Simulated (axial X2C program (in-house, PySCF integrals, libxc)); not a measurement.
# SBS: bond lengths and stretches, held linear

Aim: the two bond lengths and stretching wavenumbers of linear SBS, with and without spin–orbit coupling, at PBE0, PBE.

Computed with an in-house X2C program for linear molecules on PySCF integrals. Level: all-electron X2C, two-component (2c) or spin-free, S dyall-av3z, B dyall-v3z.

All values are calculated.

2 further runs of the same task are left out: 2 set aside as unsound or not needed.

## Step 1: Set-up

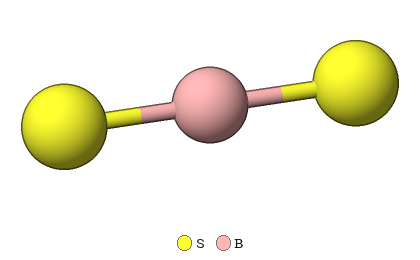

The atoms on one line, bonds 1.720 and 1.720 Å (sulfur yellow, boron pink).

Input file task.json:

```json
{"zs": [16, 5, 16], "q": 0, "bas": ["dyall-av3z", "dyall-v3z", "dyall-av3z"], "r0": [1.72, 1.72], "symm": 1, "scan": ["PBE0", "HF", "PBE"], "levels": ["PBE0", "HF", "BHandHLYP"], "nst": 2}
```

Keys: zs atomic numbers; q charge; bas basis sets; r0 starting distance in Å; symm equal bonds; scan levels of the two-bond scan; levels methods; nst determinants followed.

The run is started by

```console
python solin.py task.json out
```

Masses S 31.972, B 11.009, S 31.972 u.

## Step 2: Scan at PBE0, 2c

State: Ω = 3/2 (beyond evenly filled blocks: ω = 3/2). Energies above the lowest point, from the job's result record:

```tsv
r(S–B) (Å)	r(B–S) (Å)	E (meV)
1.6243	1.6243	63.49
1.6243	1.6660	25.05
1.6243	1.7076	37.36
1.6660	1.6243	25.05
1.6660	1.6660	0.00
1.6660	1.7076	25.34
1.6660	1.7493	90.12
1.7076	1.6243	37.36
1.7076	1.6660	25.34
1.7076	1.7076	63.63
1.7493	1.6660	90.12
1.7493	1.7493	231.07
```

A quadratic surface with cubic terms in each bond gives the minimum at 1.665 and 1.665 Å, force constants 4.68, 4.68 and coupling 1.19 mdyn/Å.

## Step 3: Scan at PBE, 2c

State: Ω = 3/2 (beyond evenly filled blocks: ω = 3/2). Energies above the lowest point, from the job's result record:

```tsv
r(S–B) (Å)	r(B–S) (Å)	E (meV)
1.6243	1.6243	98.56
1.6243	1.6660	44.77
1.6243	1.7076	45.38
1.6660	1.6243	44.77
1.6660	1.6660	0.00
1.6660	1.7076	9.35
1.6660	1.7493	61.92
1.7076	1.6243	45.38
1.7076	1.6660	9.35
1.7076	1.7076	27.22
1.7493	1.6660	61.92
1.7493	1.7493	156.99
```

A quadratic surface with cubic terms in each bond gives the minimum at 1.677 and 1.677 Å, force constants 4.72, 4.72 and coupling 0.79 mdyn/Å.

## Step 4: Scan at PBE0, spin-free

State: M_S = 1/2, Λ = 1 (beyond evenly filled blocks: π+α, π+β, π-α). Energies above the lowest point, from the job's result record:

```tsv
r(S–B) (Å)	r(B–S) (Å)	E (meV)
1.6243	1.6243	63.27
1.6243	1.6660	24.91
1.6243	1.7076	37.25
1.6660	1.6243	24.91
1.6660	1.6660	0.00
1.6660	1.7076	25.44
1.6660	1.7493	90.27
1.7076	1.6243	37.25
1.7076	1.6660	25.44
1.7076	1.7076	63.90
1.7493	1.6660	90.27
1.7493	1.7493	231.65
```

A quadratic surface with cubic terms in each bond gives the minimum at 1.665 and 1.665 Å, force constants 4.68, 4.68 and coupling 1.20 mdyn/Å.

## Step 5: Comparison

| level | r(S–B) (Å) | r(B–S) (Å) | lower stretch (cm⁻¹) | upper stretch (cm⁻¹) |
| --- | --- | --- | --- | --- |
| PBE0, 2c | 1.665 | 1.665 | 558.3 | 1123.3 |
| PBE, 2c | 1.677 | 1.677 | 540.6 | 1192.2 |
| PBE0, spin-free | 1.665 | 1.665 | 558.5 | 1121.9 |
| PBE, spin-free | 1.677 | 1.677 | 540.7 | 1192.0 |

Scans not shown above were run alike.

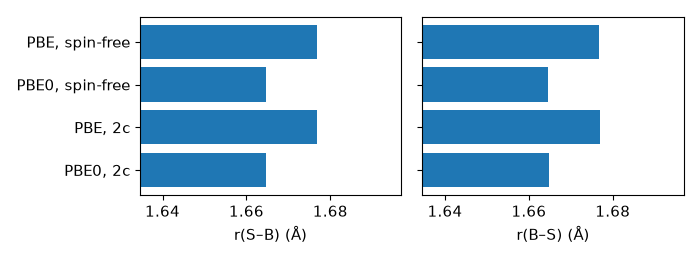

The two bond lengths by level.

What this shows: Over the levels the S–B bond spans 1.665 to 1.677 Å and the B–S bond 1.665 to 1.677 Å. At PBE0 spin–orbit coupling leaves both bonds unchanged to 0.001 Å. Each state is one determinant, the lowest of a limited PBE0 search; the stretches come from a fit to few points and are good to some per cent at best. The stretches are sorted by size, and where the two bonds are alike the symmetric and antisymmetric modes can swap order between levels. The molecule was held linear; bending was not examined, so a bent shape may lie lower. Note: functional without a current term on a determinant with orbital currents, of the molecule or an atom.
